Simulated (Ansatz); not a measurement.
**Geometry relaxation of W8HC8Cl (part 1 of 3)**

- system: W8HC8Cl (slab, 18 atoms in the cell)
- method: DFT LDA, scalar-relativistic, plane waves, PAW, PAW set soft_1, no spin polarisation (Ansatz 0.2.0)

The structure derives from an entry of the Crystallography Open Database. The input holds or restrains some coordinates. Forces given for the steps count only the free coordinates. It belongs to a series of runs on one base structure; here: end point B relaxed. Figures and captions count atoms from 1; the log counts them from 0 in places.

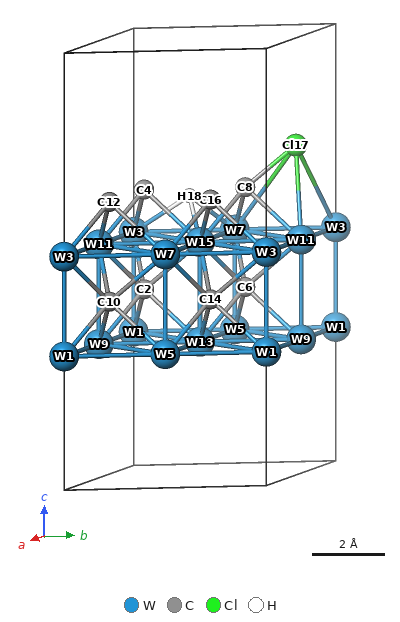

Fig. 1: The input geometry (ball-and-stick view of the cell of the calculation, with the vacuum cut short, seen slightly off an axis; atoms are numbered from 1 in the order of the input). An atom can appear more than once, as a periodic image.

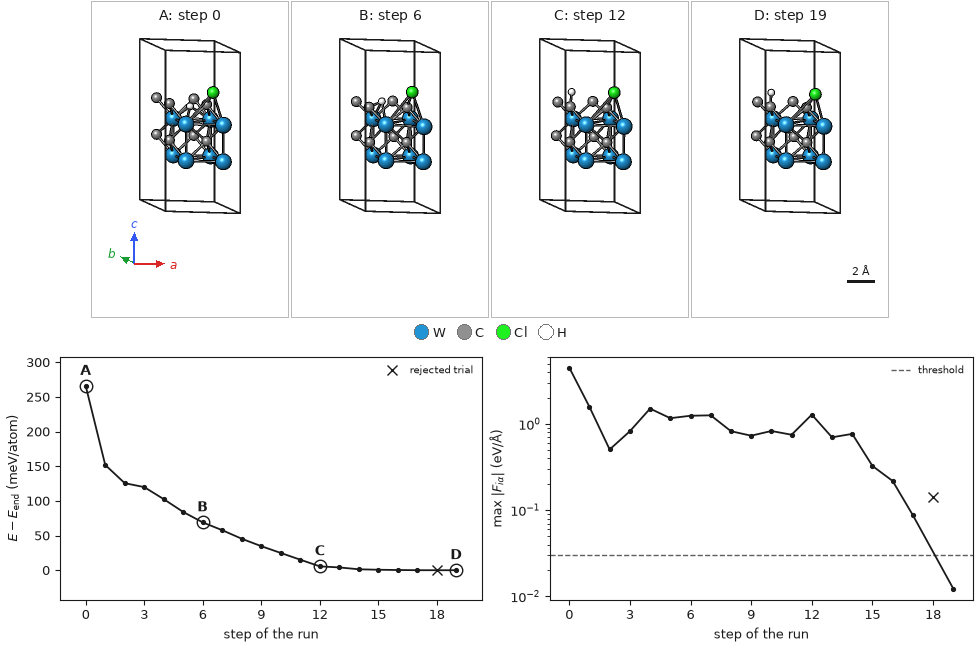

Fig. 2: Frames of the restrained relaxation (ball-and-stick view of the cell of the calculation, with the vacuum cut short (origin shifted), seen slightly off an axis) above the curves, on which the letters mark them (the first geometry is step 0 here and step 1 in the log).

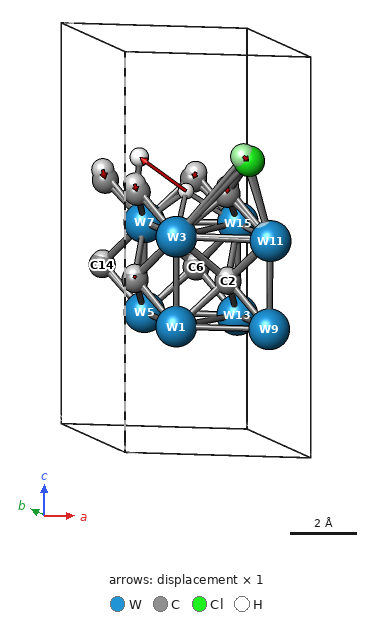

Fig. 3: Start (faint) and end (solid) with the displacements as red arrows, at true length (ball-and-stick view of the cell of the calculation, with the vacuum cut short (origin shifted), seen slightly off an axis). The atom that moves furthest is H18 (1.90 Å). Largest moves by element: H 1.90 Å, C 0.34 Å, Cl 0.24 Å, W 0.10 Å. The lattice vectors keep their values. Among the contacts that change: W15–H18 2.003 → 3.897 Å, W3–H18 2.003 → 2.797 Å, C12–H18 1.699 → 1.093 Å, W3–C16 2.190 → 1.977 Å. New bonds form: C12–H18 (1.70 → 1.09 Å). Bonds break: W15–H18 (2.00 → 3.90 Å), W3–H18 (2.00 → 2.80 Å), W7–H18 (2.00 → 2.80 Å). Among the angles that change: W3–C16–W7 82.7° → 93.4°, W15–C4–Cl17 156.9° → 147.4°, W3–C16–W15 82.7° → 91.8°. Over 19 geometry steps the energy falls by 266 meV per atom. The largest force component goes from 4.5 to 0.012 eV/Å. The line search rejected the trial step at point 18 (counted from 0) and went back. (Atoms are counted from 1 in the order of the input.)

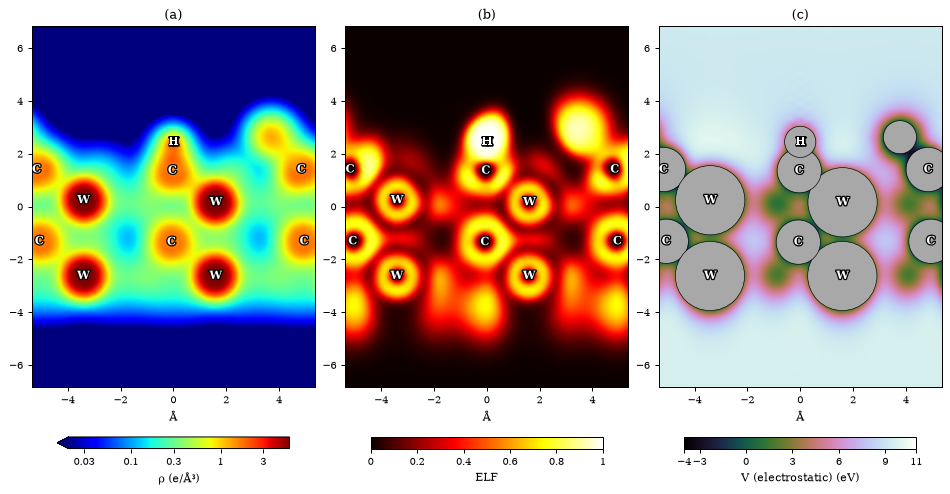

Fig. 4: (a) valence charge density (pseudo); (b) electron localisation function; (c) electrostatic potential energy of an electron on the (110) plane of the calculation cell, a cut from vacuum to vacuum. Grey discs, where drawn, cover atomic cores. C–H (1.09 Å): ρ is about 2 e/Å³ halfway; the ELF climbs to about 1 towards the hydrogen, as it does in any bond to H (a covalent bond by its length). W–C (2.03 Å): ρ is about 1 e/Å³ halfway; the ELF is about 0.45 at the midpoint. W–C (2.10 Å): ρ is about 0.83 e/Å³ halfway; the ELF is about 0.35 at the midpoint. The density dies away to nearly zero in the vacuum. The strong features right at W lie inside the PAW spheres (semicore, d or f shells) and say nothing about bonding. In a PAW calculation such maps are meaningful between the atoms, not at the nuclei.

The input and output of the run follow.

The input
```yaml
crystal:
  lattice:
    - [5.7868, 0.0, 0.0]
    - [-2.8934, 5.011516, 0.0]
    - [0.0, 0.0, 16.24725]
  atoms:
    - { symbol: W, position: [0.0, 0.0, 0.06154888] }
    - { symbol: C, position: [0.33333333, 0.16666666, 0.1486867] }
    - { symbol: W, position: [0.0, 0.0, 0.23582452] }
    - { symbol: C, position: [0.33333333, 0.16666666, 0.32296235] }
    - { symbol: W, position: [-1.0e-08, 0.49999998, 0.06154888] }
    - { symbol: C, position: [0.33333332, 0.66666664, 0.1486867] }
    - { symbol: W, position: [-1.0e-08, 0.49999998, 0.23582452] }
    - { symbol: C, position: [0.33333332, 0.66666664, 0.32296235] }
    - { symbol: W, position: [0.5, 0.0, 0.06154888] }
    - { symbol: C, position: [0.83333333, 0.16666666, 0.1486867] }
    - { symbol: W, position: [0.5, 0.0, 0.23582452] }
    - { symbol: C, position: [0.83333333, 0.16666666, 0.32296235] }
    - { symbol: W, position: [0.49999999, 0.49999998, 0.06154888] }
    - { symbol: C, position: [0.83333332, 0.66666664, 0.1486867] }
    - { symbol: W, position: [0.49999999, 0.49999998, 0.23582452] }
    - { symbol: C, position: [0.83333332, 0.66666664, 0.32296235] }
    - { symbol: Cl, position: [0.33333332, 0.91666663, 0.39435905] }
    - { symbol: H, position: [0.16666664, 1.33333328, 0.3038822] }
basis:
  ecutwfc: 420.0
kpoints:
  mp_grid: { grid: [3, 3, 1] }
hamiltonian:
  xc: lda
  pseudopotentials: { kind: paw, azcp: { folder: soft_1 } }
scf:
  occupations: { method: gaussian, width: 0.05 }
  lower_state_search: "off"
relax:
  f_tol: 0.03
  max_steps: 60
  adjacent_minimum: "off"
  constraints: [{ sites: [0, 4, 8, 12] }]
output:
  write_density: true
  write_potential: true
  elf: true
  volumetric_format: npy
```

Run as:
```bash
ansatz run input.yaml --threads 4 --pin off --max-ram 10240MiB --backend cpu --events-out ev --progress --plain --runs-dir out
```

What the program printed
```
Warning: [file] the record states the generating functional pbe (its physics header spells it `PBE`), which answers neither for hamiltonian.xc's functional nor for the lda family's — results may be inconsistent (PPs are generated against a specific XC)
Warning: [file] the record states the generating functional pbe (its physics header spells it `PBE`), which answers neither for hamiltonian.xc's functional nor for the lda family's — results may be inconsistent (PPs are generated against a specific XC)
Warning: [file] the record states the generating functional pbe (its physics header spells it `PBE`), which answers neither for hamiltonian.xc's functional nor for the lda family's — results may be inconsistent (PPs are generated against a specific XC)
Warning: [file] the record states the generating functional pbe (its physics header spells it `PBE`), which answers neither for hamiltonian.xc's functional nor for the lda family's — results may be inconsistent (PPs are generated against a specific XC)
Engine: ansatz 0.2.0, aarch64-unknown-linux-gnu
Pseudopotentials: kind: paw
Pseudopotential: W, paw, valence charge 14, recommended cutoff 420 eV (normal), [file]
Pseudopotential: C, paw, valence charge 4, recommended cutoff 420 eV (normal), [file]
Pseudopotential: Cl, paw, valence charge 7, recommended cutoff 420 eV (normal), [file]
Pseudopotential: H, paw, valence charge 1, recommended cutoff 420 eV (normal), [file]
Functional definition: SPW92
  exchange = slater_x
  correlation = pw_c
Crystal: 18 atoms, lattice volume = 471.181 Å³
Basis set: ecut = 420 eV, 9199 PW (Γ)
Bands: 94, of which v1, the nominal top of the filled ones, is band 76 counted from 1 (75 counted from 0)
Symmetry: 2 space group operations
Space group: Cm (ITA 8), of the structure as read, at distance tolerance 7.8e-5 Å
k-points: 4 of 9 (time reversal used)
Non-local potential: W, projectors of the file, l = 0: 3, l = 1: 2, l = 2: 2, l = 3: 1
Non-local potential: C, projectors of the file, l = 0: 2, l = 1: 2, l = 2: 1
Non-local potential: Cl, projectors of the file, l = 0: 2, l = 1: 2, l = 2: 1
Non-local potential: H, projectors of the file, l = 0: 2, l = 1: 1
PAW form: soft (Blöchl's): semilocal exchange-correlation on the pseudo side does not see the compensation charge
PAW frozen core: W, regenerated for the run's functional, and the local potential with it (the file was generated under x = pbe(κ = 0.804, μ = 0.2195149727645171), c = pbe(β = 0.06672455060314922))
PAW frozen core: C, regenerated for the run's functional, and the local potential with it (the file was generated under x = pbe(κ = 0.804, μ = 0.2195149727645171), c = pbe(β = 0.06672455060314922))
PAW frozen core: Cl, regenerated for the run's functional, and the local potential with it (the file was generated under x = pbe(κ = 0.804, μ = 0.2195149727645171), c = pbe(β = 0.06672455060314922))
PAW one-centre angular grid: W, 590 points (default); XC on 64 Gauss nodes
PAW one-centre angular grid: C, 110 points (default); XC on 64 Gauss nodes
PAW one-centre angular grid: Cl, 110 points (default); XC on 64 Gauss nodes
PAW one-centre angular grid: H, 110 points (default); XC on 64 Gauss nodes
Initial density: superposition of atomic densities (neutral atoms: chi_scale 0, normalization atom)
Initial wavefunctions: pseudopotential atomic-orbital guess
Functional: x = slater, c = lda
SCF iter   1: F=—  HF=-84044.365969 eV  |F-HF|=—  |Δ(HF+E_count)|=         —  Δρ=8.21e-2  dr2=9.64e1  ethr=3.10e-3  ⟨swp⟩=8.8  Hψ=1882  notcnv=0  defer=16
preconditioner: auto → LDOS  [metal: Δε(μ)=0.015 eV  Ē_g=8.116 eV  σ=0.050 eV  W_gap=0.17  n_scr=82 (ndim 8)  ℏωp=16.0 eV  f_vac=0.492  D(μ)=27.08/eV (n_scr^D=250)  β→1.0]
SCF iter   2: F=—  HF=-84034.692530 eV  |F-HF|=—  |Δ(HF+E_count)|=    9.67e0  Δρ=6.01e-2  dr2=1.75e1  ethr=3.10e-3  ⟨swp⟩=4.0  Hψ=1007  notcnv=0  defer=38
SCF iter   3: F=—  HF=-84031.552938 eV  |F-HF|=—  |Δ(HF+E_count)|=    3.14e0  Δρ=1.80e-2  dr2=2.57e0  ethr=3.10e-3  ⟨swp⟩=3.5  Hψ=844  notcnv=0  defer=44
SCF iter   4: F=—  HF=-84031.192555 eV  |F-HF|=—  |Δ(HF+E_count)|=   3.60e-1  Δρ=9.93e-3  dr2=1.22e0  ethr=1.69e-3  ⟨swp⟩=2.5  Hψ=525  notcnv=0  defer=44
SCF iter   5: F=—  HF=-84031.081931 eV  |F-HF|=—  |Δ(HF+E_count)|=   1.11e-1  Δρ=6.91e-3  dr2=5.33e-1  ethr=8.03e-4  ⟨swp⟩=2.0  Hψ=479  notcnv=0  defer=44
SCF iter   6: F=—  HF=-84031.034557 eV  |F-HF|=—  |Δ(HF+E_count)|=   4.74e-2  Δρ=5.34e-3  dr2=3.45e-1  ethr=3.51e-4  ⟨swp⟩=2.8  Hψ=575  notcnv=0  defer=48
SCF iter   7: F=—  HF=-84030.991058 eV  |F-HF|=—  |Δ(HF+E_count)|=   4.35e-2  Δρ=2.45e-3  dr2=5.54e-2  ethr=2.27e-4  ⟨swp⟩=2.2  Hψ=468  notcnv=0  defer=48
SCF iter   8: F=—  HF=-84030.985521 eV  |F-HF|=—  |Δ(HF+E_count)|=   5.54e-3  Δρ=9.94e-4  dr2=8.43e-3  ethr=3.64e-5  ⟨swp⟩=2.2  Hψ=504  notcnv=0  defer=48
SCF iter   9: F=—  HF=-84030.985270 eV  |F-HF|=—  |Δ(HF+E_count)|=   2.51e-4  Δρ=6.14e-4  dr2=3.39e-3  ethr=5.55e-6  ⟨swp⟩=2.0  Hψ=461  notcnv=0  defer=48
SCF iter  10: F=—  HF=-84030.985046 eV  |F-HF|=—  |Δ(HF+E_count)|=   2.24e-4  Δρ=3.95e-4  dr2=1.30e-3  ethr=2.23e-6  ⟨swp⟩=2.0  Hψ=473  notcnv=0  defer=48
SCF iter  11: F=—  HF=-84030.984956 eV  |F-HF|=—  |Δ(HF+E_count)|=   9.00e-5  Δρ=2.44e-4  dr2=5.62e-4  ethr=8.58e-7  ⟨swp⟩=2.0  Hψ=411  notcnv=0  defer=48
SCF iter  12: F=—  HF=-84030.984929 eV  |F-HF|=—  |Δ(HF+E_count)|=   2.73e-5  Δρ=1.57e-4  dr2=2.29e-4  ethr=3.69e-7  ⟨swp⟩=2.5  Hψ=458  notcnv=0  defer=48
SCF iter  13: F=—  HF=-84030.984920 eV  |F-HF|=—  |Δ(HF+E_count)|=   8.62e-6  Δρ=1.02e-4  dr2=1.13e-4  ethr=1.51e-7  ⟨swp⟩=2.0  Hψ=430  notcnv=0  defer=48
SCF iter  14: F=—  HF=-84030.984916 eV  |F-HF|=—  |Δ(HF+E_count)|=   4.64e-6  Δρ=4.73e-5  dr2=2.64e-5  ethr=7.43e-8  ⟨swp⟩=2.0  Hψ=445  notcnv=0  defer=48
SCF iter  15: F=-84030.984915 eV  HF=-84030.984916 eV  |F-HF|=1.04e-6  |Δ(HF+E_count)|=   2.95e-7  Δρ=1.65e-5  dr2=2.38e-6  ethr=1.48e-8  ⟨swp⟩=13.0  Hψ=3290  notcnv=0
SCF 1 converged in 15 iterations: F = -84030.984915 eV  dr2 = 2.38e-6
  greatest PAW one-centre occupation: 0.999 electrons in one spin orbital (limit 2), on the W atom at site 10 (counted from 0), in its partial waves of l = 0
relax step   1: F+E_penalty+E_count = -84030.98491480 eV  Δ(F+E_penalty+E_count) = +0.000e0 eV  max|allowed force component| = 4.514e0 eV/Å  Δτ_max = 0.0000 Å  (15 SCF iters, dr2 threshold 2.25e-5 eV, accepted)
Initial density: handed on by an earlier stage of this run
Initial wavefunctions: those handed on with the density
iter 1 solved again at ethr=7.78e-4 eV; its pass at ethr=3.10e-3 eV (dr2=1.18e0 eV) is discarded
SCF iter   1: F=—  HF=-84033.358291 eV  |F-HF|=—  |Δ(HF+E_count)|=         —  Δρ=1.32e-2  dr2=1.18e0  ethr=7.78e-4  ⟨swp⟩=2.0  Hψ=1361  notcnv=0  defer=43
preconditioner: auto → LDOS  [metal: Δε(μ)=0.062 eV  Ē_g=7.534 eV  σ=0.050 eV  W_gap=0.48  n_scr=82 (ndim 8)  ℏωp=16.0 eV  f_vac=0.508  D(μ)=13.25/eV (n_scr^D=82)  β→1.0]
SCF iter   2: F=—  HF=-84033.242862 eV  |F-HF|=—  |Δ(HF+E_count)|=   1.15e-1  Δρ=1.11e-2  dr2=1.05e0  ethr=7.78e-4  ⟨swp⟩=3.2  Hψ=724  notcnv=0  defer=43
[...]
relax step   2: F+E_penalty+E_count = -84033.03477397 eV  Δ(F+E_penalty+E_count) = -2.050e0 eV  max|allowed force component| = 1.581e0 eV/Å  Δτ_max = 0.1948 Å  (9 SCF iters, dr2 threshold 1.00e-4 eV, accepted)
preconditioner: auto → Resta (q_TF=auto, 2.259 Å⁻¹)  ε∞=5.4  [insulator: Δε(μ)=0.224 eV  Ē_g=7.668 eV  σ=0.050 eV  W_gap=1.00  n_scr=82 (ndim 8)  ℏωp=16.0 eV  f_vac=0.513  D(μ)=0.10/eV (n_scr^D=0)  ε∞_Penn≈5.4  vacuum switching on, ρ_ref=4.3e-3 e/Å³]
preconditioner: auto → LDOS  [insulator: Δε(μ)=0.131 eV  Ē_g=7.690 eV  σ=0.050 eV  W_gap=0.53  n_scr=82 (ndim 8)  ℏωp=16.0 eV  f_vac=0.512  D(μ)=11.68/eV (n_scr^D=64)  ε∞_Penn≈5.4  β→1.0]
relax step   3: F+E_penalty+E_count = -84033.50874305 eV  Δ(F+E_penalty+E_count) = -4.740e-1 eV  max|allowed force component| = 5.062e-1 eV/Å  Δτ_max = 0.1973 Å  (8 SCF iters, dr2 threshold 1.00e-4 eV, accepted)
preconditioner: auto → LDOS  [insulator: Δε(μ)=0.172 eV  Ē_g=7.624 eV  σ=0.050 eV  W_gap=0.61  n_scr=82 (ndim 8)  ℏωp=16.0 eV  f_vac=0.511  D(μ)=13.74/eV (n_scr^D=82)  ε∞_Penn≈5.4  β→1.0]
  Residual-converged pass: ⟨swp⟩=1.0  Hψ=392  notcnv=0  max |occ|·‖R‖ = 7.0e-9 eV (tolerance 1.0e-8 eV)  dr2=1.39e-5  dr2_onsite=1.04e-7  max |Δocc| = 1.4e-10
relax step   4: F+E_penalty+E_count = -84033.61050211 eV  Δ(F+E_penalty+E_count) = -1.018e-1 eV  max|allowed force component| = 8.243e-1 eV/Å  Δτ_max = 0.1028 Å  (9 SCF iters, dr2 threshold 2.63e-5 eV, accepted)
preconditioner: auto → LDOS  [metal: Δε(μ)=0.041 eV  Ē_g=7.609 eV  σ=0.050 eV  W_gap=0.42  n_scr=82 (ndim 8)  ℏωp=16.0 eV  f_vac=0.510  D(μ)=11.73/eV (n_scr^D=64)  β→1.0]
relax step   5: F+E_penalty+E_count = -84033.92358136 eV  Δ(F+E_penalty+E_count) = -3.131e-1 eV  max|allowed force component| = 1.507e0 eV/Å  Δτ_max = 0.1952 Å  (9 SCF iters, dr2 threshold 6.97e-5 eV, accepted)
preconditioner: auto → LDOS  [insulator: Δε(μ)=0.106 eV  Ē_g=7.603 eV  σ=0.050 eV  W_gap=0.86  n_scr=82 (ndim 8)  ℏωp=16.0 eV  f_vac=0.509  D(μ)=5.55/eV (n_scr^D=24)  ε∞_Penn≈5.5  β→1.0]
relax step   6: F+E_penalty+E_count = -84034.25705938 eV  Δ(F+E_penalty+E_count) = -3.335e-1 eV  max|allowed force component| = 1.168e0 eV/Å  Δτ_max = 0.1951 Å  (7 SCF iters, dr2 threshold 1.00e-4 eV, accepted)
preconditioner: auto → LDOS  [insulator: Δε(μ)=0.133 eV  Ē_g=7.604 eV  σ=0.050 eV  W_gap=0.94  n_scr=82 (ndim 8)  ℏωp=16.0 eV  f_vac=0.509  D(μ)=2.72/eV (n_scr^D=4)  ε∞_Penn≈5.5  β→1.0]
relax step   7: F+E_penalty+E_count = -84034.52740153 eV  Δ(F+E_penalty+E_count) = -2.703e-1 eV  max|allowed force component| = 1.246e0 eV/Å  Δτ_max = 0.1952 Å  (6 SCF iters, dr2 threshold 1.00e-4 eV, accepted)
preconditioner: auto → LDOS  [insulator: Δε(μ)=0.112 eV  Ē_g=7.590 eV  σ=0.050 eV  W_gap=0.88  n_scr=82 (ndim 8)  ℏωp=16.0 eV  f_vac=0.509  D(μ)=4.09/eV (n_scr^D=12)  ε∞_Penn≈5.5  β→1.0]
```
